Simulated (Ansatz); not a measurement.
# Molecular dynamics, with input and output: CH₅F₃Ge (part 5 of 5)

CH₅F₃Ge; RKS B3LYP/def2-SVP (Ansatz 0.2.0). It belongs to a series of runs on one base structure; here: dynamics from the highest image of the converged band.

Geometry of the input (Å):
```
Ge -0.6440  0.5652  0.4878
C  0.6268  -0.6467  -0.7901
F  -1.6904  0.8181  -0.8859
F  -1.7944  -0.2707  1.4726
F  -0.2001  2.2220  0.7127
H  0.7783  -0.3182  0.5820
H  0.5941  0.1247  1.6432
H  1.5658  -1.1676  -0.5113
H  -0.0960  -1.4035  -1.1266
H  0.8600  0.0766  -1.5845
```

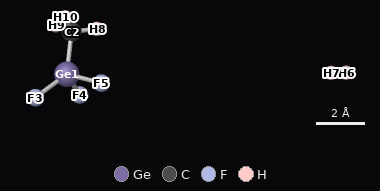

Fig. 1: The geometry at step 175 of the log (ball-and-stick view, seen at a tilt; atoms are numbered from 1 in the order of the input).

**Trajectory as extended XYZ, continued**
```
10
Properties=species:S:1:pos:R:3:forces:R:3 step=151 time_fs=75.5 energy=-65775.94559 temperature=2316.1
Ge   -0.8118    0.5441    0.0608    1.4609  -0.1384   3.4203
C     0.7698   -0.5938   -0.5180   -1.4331   0.1141  -0.4082
F    -2.1917    1.1114   -0.8354    0.6830  -0.3275   0.1333
F    -1.3468   -0.0935    1.6437   -0.4966  -0.4858  -1.6182
F    -0.0619    1.8245    1.0213   -0.1558   0.3693  -1.4535
H     5.0418   -0.4727    9.4625   -2.4259   0.4655  -1.7451
H     4.3333   -0.3366    8.9528    2.4258  -0.4655   1.7450
H     1.5182   -0.6315    0.2875   -0.4570   0.1274   0.2559
H     0.3716   -1.5944   -0.7764    0.2822   0.2014   0.1134
H     1.2306   -0.1421   -1.3919    0.1166   0.1393  -0.4430
10
Properties=species:S:1:pos:R:3:forces:R:3 step=153 time_fs=76.5 energy=-65775.98772 temperature=2356.2
Ge   -0.8101    0.5435    0.0576    1.2464  -0.0491   3.4957
C     0.7603   -0.5858   -0.5066   -1.3898  -0.0565  -0.6597
F    -2.1981    1.1153   -0.8291    0.7701  -0.3675   0.1441
F    -1.3471   -0.0985    1.6368   -0.4982  -0.4684  -1.5879
F    -0.0601    1.8232    1.0144   -0.1488   0.4105  -1.4106
H     5.0912   -0.4728    9.5878   -2.2306   0.4107  -1.6888
H     4.4035   -0.3462    9.0672    2.2305  -0.4106   1.6887
H     1.5213   -0.6389    0.2849   -0.4546   0.1776   0.2884
H     0.3594   -1.5832   -0.7764    0.2814   0.1901   0.1582
H     1.2043   -0.1389   -1.3911    0.1936   0.1633  -0.4282
10
Properties=species:S:1:pos:R:3:forces:R:3 step=156 time_fs=78.0 energy=-65776.18094 temperature=2536.3
Ge   -0.8073    0.5426    0.0536    0.8743   0.0959   3.5452
C     0.7439   -0.5739   -0.4907   -1.0885  -0.0464  -1.1854
F    -2.2070    1.1207   -0.8194    0.8966  -0.4235   0.1597
F    -1.3479   -0.1066    1.6250   -0.5063  -0.4498  -1.5065
F    -0.0575    1.8218    1.0026   -0.1273   0.4851  -1.3280
H     5.1291   -0.4665    9.7483   -0.0803   0.0135  -0.0664
H     4.5451   -0.3671    9.2663    0.0802  -0.0134   0.0664
H     1.5179   -0.6468    0.2861   -0.4417   0.2572   0.2879
H     0.3461   -1.5635   -0.7736    0.1946   0.0065   0.1673
H     1.1684   -0.1312   -1.3970    0.1984   0.0748  -0.1402
10
Properties=species:S:1:pos:R:3:forces:R:3 step=159 time_fs=79.5 energy=-65775.99559 temperature=2367.0
Ge   -0.8042    0.5416    0.0507    0.4471   0.2559   3.5160
C     0.7256   -0.5621   -0.4769   -0.6453   0.0860  -1.7063
F    -2.2148    1.1256   -0.8095    1.0116  -0.4722   0.1725
F    -1.3493   -0.1151    1.6115   -0.5211  -0.4413  -1.3825
F    -0.0551    1.8208    0.9894   -0.0927   0.5750  -1.2231
H     5.1691   -0.4603    9.9114    3.4181  -0.5110   3.1642
H     4.6845   -0.3879    9.4627   -3.4181   0.5110  -3.1642
H     1.5049   -0.6491    0.2934   -0.4180   0.3314   0.2469
H     0.3369   -1.5437   -0.7673    0.0544  -0.2724   0.1247
H     1.1367   -0.1221   -1.4057    0.1642  -0.0625   0.2519
10
Properties=species:S:1:pos:R:3:forces:R:3 step=162 time_fs=81.0 energy=-65776.20432 temperature=2558.6
Ge   -0.8010    0.5408    0.0488   -0.0276   0.4303   3.4083
C     0.7061   -0.5501   -0.4662   -0.2500   0.0476  -2.0324
F    -2.2214    1.1300   -0.7995    1.1081  -0.5106   0.1805
F    -1.3513   -0.1242    1.5964   -0.5423  -0.4443  -1.2172
F    -0.0527    1.8206    0.9747   -0.0454   0.6791  -1.0968
H     5.2694   -0.4631   10.1305    0.7275  -0.0913   0.7586
H     4.7637   -0.3997    9.6031   -0.7276   0.0914  -0.7586
H     1.4830   -0.6443    0.3060   -0.3765   0.3848   0.1921
H     0.3289   -1.5297   -0.7583   -0.0522  -0.4523   0.0856
H     1.1086   -0.1142   -1.4092    0.1860  -0.1346   0.4800
10
Properties=species:S:1:pos:R:3:forces:R:3 step=164 time_fs=82.0 energy=-65776.18059 temperature=2539.4
Ge   -0.7989    0.5403    0.0482   -0.3647   0.5532   3.2943
C     0.6929   -0.5421   -0.4610   -0.0683  -0.1678  -2.1047
F    -2.2252    1.1326   -0.7927    1.1590  -0.5292   0.1822
F    -1.3530   -0.1305    1.5856   -0.5597  -0.4534  -1.0850
F    -0.0512    1.8208    0.9643   -0.0074   0.7555  -1.0016
H     5.3504   -0.4668   10.2908   -1.1875   0.1323  -1.3183
H     4.8023   -0.4057    9.6825    1.1874  -0.1322   1.3182
H     1.4638   -0.6365    0.3168   -0.3371   0.4022   0.1568
H     0.3231   -1.5255   -0.7512   -0.0714  -0.4388   0.0864
H     1.0921   -0.1104   -1.4062    0.2496  -0.1216   0.4716
10
Properties=species:S:1:pos:R:3:forces:R:3 step=167 time_fs=83.5 energy=-65776.05722 temperature=2424.1
Ge   -0.7958    0.5397    0.0480   -0.8859   0.7450   3.0624
C     0.6729   -0.5304   -0.4564    0.0914  -0.7442  -1.9977
F    -2.2297    1.1361   -0.7823    1.2110  -0.5449   0.1779
F    -1.3561   -0.1405    1.5683   -0.5904  -0.4783  -0.8560
F    -0.0489    1.8219    0.9476    0.0581   0.8772  -0.8453
H     5.4495   -0.4701   10.5058   -1.9610   0.1832  -2.3487
H     4.8827   -0.4170    9.8270    1.9610  -0.1832   2.3486
H     1.4292   -0.6177    0.3357   -0.2651   0.3955   0.1075
H     0.3133   -1.5266   -0.7390   -0.0255  -0.2284   0.1236
H     1.0721   -0.1067   -1.3937    0.4065  -0.0219   0.2276
10
Properties=species:S:1:pos:R:3:forces:R:3 step=170 time_fs=85.0 energy=-65776.24030 temperature=2597.5
Ge   -0.7930    0.5393    0.0487   -1.3976   0.9415   2.7589
C     0.6530   -0.5201   -0.4554    0.2228  -1.3899  -1.7164
F    -2.2328    1.1388   -0.7717    1.2298  -0.5444   0.1642
F    -1.3598   -0.1509    1.5501   -0.6265  -0.5173  -0.5936
F    -0.0466    1.8240    0.9300    0.1306   1.0013  -0.6782
H     5.5086   -0.4695   10.6729   -1.1748   0.0868  -1.5186
H     5.0030   -0.4321   10.0195    1.1747  -0.0868   1.5186
H     1.3888   -0.5905    0.3569   -0.1889   0.3484   0.0535
H     0.3029   -1.5325   -0.7241    0.0550   0.0537   0.1542
H     1.0609   -0.1034   -1.3765    0.5748   0.1068  -0.1426
10
Properties=species:S:1:pos:R:3:forces:R:3 step=173 time_fs=86.5 energy=-65776.26277 temperature=2617.2
Ge   -0.7906    0.5392    0.0502   -1.8600   1.1349   2.3872
C     0.6336   -0.5122   -0.4575    0.4867  -1.7764  -1.4728
F    -2.2346    1.1410   -0.7609    1.2117  -0.5265   0.1395
F    -1.3643   -0.1620    1.5311   -0.6673  -0.5704  -0.3037
F    -0.0441    1.8272    0.9116    0.2058   1.1190  -0.5076
H     5.5459   -0.4673   10.8123    1.5266  -0.0702   2.1818
H     5.1452   -0.4489   10.2396   -1.5267   0.0702  -2.1818
H     1.3444   -0.5558    0.3792   -0.1183   0.2630  -0.0178
H     0.2937   -1.5375   -0.7059    0.1078   0.2112   0.1279
H     1.0619   -0.0980   -1.3620    0.6336   0.1451  -0.3528
10
Properties=species:S:1:pos:R:3:forces:R:3 step=175 time_fs=87.5 energy=-65776.15386 temperature=2520.3
Ge   -0.7893    0.5393    0.0516   -2.1205   1.2550   2.1058
C     0.6211   -0.5087   -0.4605    0.7862  -1.7837  -1.4190
F    -2.2349    1.1421   -0.7537    1.1776  -0.5043   0.1163
F    -1.3676   -0.1697    1.5183   -0.6965  -0.6128  -0.0997
F    -0.0423    1.8301    0.8991    0.2548   1.1893  -0.3959
H     5.5843   -0.4664   10.9250    2.5622  -0.0487   3.9976
H     5.2264   -0.4596   10.3666   -2.5623   0.0488  -3.9976
H     1.3132   -0.5294    0.3940   -0.0748   0.1861  -0.0781
H     0.2887   -1.5385   -0.6923    0.1127   0.1919   0.0734
H     1.0700   -0.0927   -1.3564    0.5605   0.0785  -0.3026
10
Properties=species:S:1:pos:R:3:forces:R:3 step=178 time_fs=89.0 energy=-65776.38860 temperature=2736.8
Ge   -0.7878    0.5398    0.0543   -2.4127   1.4058   1.6448
C     0.6037   -0.5061   -0.4670    1.3654  -1.4480  -1.4514
F    -2.2344    1.1433   -0.7426    1.0921  -0.4550   0.0698
F    -1.3734   -0.1819    1.4990   -0.7408  -0.6837   0.2132
F    -0.0393    1.8355    0.8798    0.3225   1.2758  -0.2371
H     5.6808   -0.4656   11.1551    0.0726   0.0017   0.1283
H     5.3094   -0.4749   10.4960   -0.0726  -0.0016  -0.1283
H     1.2653   -0.4868    0.4145   -0.0076   0.0424  -0.1831
H     0.2833   -1.5370   -0.6707    0.0804  -0.0112  -0.0423
H     1.0918   -0.0838   -1.3526    0.3007  -0.1260  -0.0140
10
Properties=species:S:1:pos:R:3:forces:R:3 step=181 time_fs=90.5 energy=-65776.23199 temperature=2592.0
Ge   -0.7871    0.5407    0.0574   -2.5621   1.4989   1.1582
C     0.5887   -0.5061   -0.4761    1.8886  -0.9419  -1.4269
F    -2.2326    1.1440   -0.7315    0.9643  -0.3863   0.0082
F    -1.3800   -0.1949    1.4799   -0.7812  -0.7580   0.5195
F    -0.0360    1.8424    0.8603    0.3780   1.3322  -0.0945
H     5.7819   -0.4651   11.3920   -1.2572  -0.0799  -2.4665
H     5.3877   -0.4901   10.6187    1.2572   0.0799   2.4665
H     1.2172   -0.4433    0.4311    0.0785  -0.1293  -0.2830
H     0.2795   -1.5359   -0.6500    0.0385  -0.2827  -0.1510
H     1.1199   -0.0776   -1.3492   -0.0045  -0.3329   0.2696
10
Properties=species:S:1:pos:R:3:forces:R:3 step=184 time_fs=92.0 energy=-65776.22364 temperature=2584.2
Ge   -0.7872    0.5420    0.0609   -2.5529   1.5148   0.6756
C     0.5771   -0.5078   -0.4878    2.1061  -0.6145  -1.2047
F    -2.2297    1.1442   -0.7204    0.7949  -0.2991  -0.0700
F    -1.3875   -0.2087    1.4614   -0.8115  -0.8274   0.8001
F    -0.0323    1.8508    0.8407    0.4155   1.3517   0.0262
H     5.8581   -0.4661   11.5796   -1.1867  -0.1211  -2.5506
H     5.4910   -0.5036   10.7906    1.1867   0.1211   2.5506
H     1.1709   -0.4026    0.4417    0.1996  -0.3133  -0.3411
H     0.2767   -1.5406   -0.6325    0.0427  -0.3892  -0.2063
H     1.1482   -0.0784   -1.3404   -0.1943  -0.4230   0.3202
10
Properties=species:S:1:pos:R:3:forces:R:3 step=186 time_fs=93.0 energy=-65776.36366 temperature=2715.4
Ge   -0.7876    0.5432    0.0634   -2.4571   1.4793   0.3728
C     0.5714   -0.5096   -0.4968    2.0200  -0.5972  -0.9349
F    -2.2273    1.1442   -0.7131    0.6601  -0.2316  -0.1316
F    -1.3930   -0.2184    1.4496   -0.8226  -0.8661   0.9633
F    -0.0296    1.8573    0.8276    0.4279   1.3409   0.0925
H     5.8946   -0.4683   11.6743   -0.5591  -0.0750  -1.2891
H     5.5741   -0.5112   10.9355    0.5591   0.0750   1.2891
H     1.1423   -0.3789    0.4447    0.3004  -0.4303  -0.3419
H     0.2753   -1.5482   -0.6233    0.0819  -0.3010  -0.2112
H     1.1649   -0.0839   -1.3308   -0.2107  -0.3940   0.1909
10
Properties=species:S:1:pos:R:3:forces:R:3 step=189 time_fs=94.5 energy=-65776.26882 temperature=2626.0
Ge   -0.7889    0.5453    0.0671   -2.1844   1.3627  -0.0269
C     0.5659   -0.5132   -0.5117    1.5996  -0.8011  -0.3970
F    -2.2230    1.1439   -0.7022    0.4286  -0.1186  -0.2380
F    -1.4020   -0.2339    1.4328   -0.8209  -0.9053   1.1597
F    -0.0250    1.8683    0.8081    0.4244   1.2852   0.1685
H     5.9434   -0.4721   11.8033    1.2548   0.2619   3.3497
H     5.7047   -0.5219   11.1661   -1.2548  -0.2619  -3.3497
H     1.1051   -0.3515    0.4433    0.4662  -0.5766  -0.2844
H     0.2749   -1.5644   -0.6131    0.1643  -0.0078  -0.1981
H     1.1866   -0.0988   -1.3137   -0.0777  -0.2385  -0.1839
10
Properties=species:S:1:pos:R:3:forces:R:3 step=192 time_fs=96.0 energy=-65776.30780 temperature=2661.5
Ge   -0.7909    0.5478    0.0709   -1.7729   1.1839  -0.3304
C     0.5632   -0.5183   -0.5273    1.0690  -0.9980   0.1353
F    -2.2182    1.1435   -0.6915    0.1686   0.0051  -0.3598
F    -1.4120   -0.2504    1.4173   -0.7932  -0.9134   1.2872
F    -0.0200    1.8807    0.7888    0.3918   1.1797   0.2152
H     6.0149   -0.4707   11.9951    0.8422   0.2793   2.7528
H     5.8127   -0.5379   11.3338   -0.8422  -0.2793  -2.7528
H     1.0778   -0.3364    0.4358    0.6156  -0.6677  -0.1846
H     0.2779   -1.5808   -0.6072    0.2105   0.2589  -0.1948
H     1.2067   -0.1188   -1.3005    0.1107  -0.0485  -0.5681
10
Properties=species:S:1:pos:R:3:forces:R:3 step=195 time_fs=97.5 energy=-65776.34980 temperature=2703.2
Ge   -0.7933    0.5506    0.0745   -1.2499   0.9586  -0.5100
C     0.5626   -0.5251   -0.5426    0.7708  -0.8878   0.4255
F    -2.2133    1.1431   -0.6813   -0.1101   0.1347  -0.4942
F    -1.4229   -0.2679    1.4033   -0.7374  -0.8821   1.3396
F    -0.0145    1.8945    0.7697    0.3299   1.0265   0.2343
H     6.1037   -0.4643   12.2403   -0.4410  -0.2085  -1.7443
H     5.9034   -0.5589   11.4482    0.4410   0.2085   1.7444
H     1.0638   -0.3356    0.4243    0.7072  -0.6921  -0.0957
H     0.2854   -1.5920   -0.6056    0.1711   0.3064  -0.2161
H     1.2288   -0.1401   -1.2992    0.1185   0.0358  -0.6834
10
Properties=species:S:1:pos:R:3:forces:R:3 step=197 time_fs=98.5 energy=-65776.23698 temperature=2597.6
Ge   -0.7952    0.5527    0.0769   -0.8563   0.7875  -0.5541
C     0.5629   -0.5306   -0.5525    0.7859  -0.6088   0.4508
F    -2.2101    1.1429   -0.6748   -0.3004   0.2218  -0.5883
F    -1.4306   -0.2801    1.3948   -0.6846  -0.8368   1.3325
F    -0.0107    1.9043    0.7571    0.2734   0.9016   0.2338
H     6.1592   -0.4618   12.3890   -0.6412  -0.3659  -2.8422
H     5.9675   -0.5711   11.5392    0.6412   0.3659   2.8422
H     1.0627   -0.3433    0.4153    0.7202  -0.6718  -0.0686
H     0.2924   -1.5959   -0.6071    0.0949   0.1953  -0.2418
H     1.2450   -0.1539   -1.3063   -0.0331   0.0111  -0.5645
10
Properties=species:S:1:pos:R:3:forces:R:3 step=200 time_fs=100.0 energy=-65776.33005 temperature=2686.3
Ge   -0.7982    0.5560    0.0803   -0.2282   0.5044  -0.5115
C     0.5647   -0.5396   -0.5666    1.0111  -0.0530   0.3801
F    -2.2055    1.1428   -0.6656   -0.5816   0.3486  -0.7310
F    -1.4429   -0.2993    1.3833   -0.5833  -0.7308   1.2623
F    -0.0047    1.9199    0.7385    0.1696   0.6889   0.2185
H     6.2314   -0.4645   12.5618   -0.4726  -0.3571  -2.5208
H     6.0747   -0.5829   11.7259    0.4725   0.3571   2.5208
H     1.0740   -0.3667    0.4006    0.6582  -0.5934  -0.0937
H     0.3044   -1.5988   -0.6137   -0.0644  -0.0909  -0.2872
H     1.2679   -0.1747   -1.3264   -0.3814  -0.0737  -0.2377
```
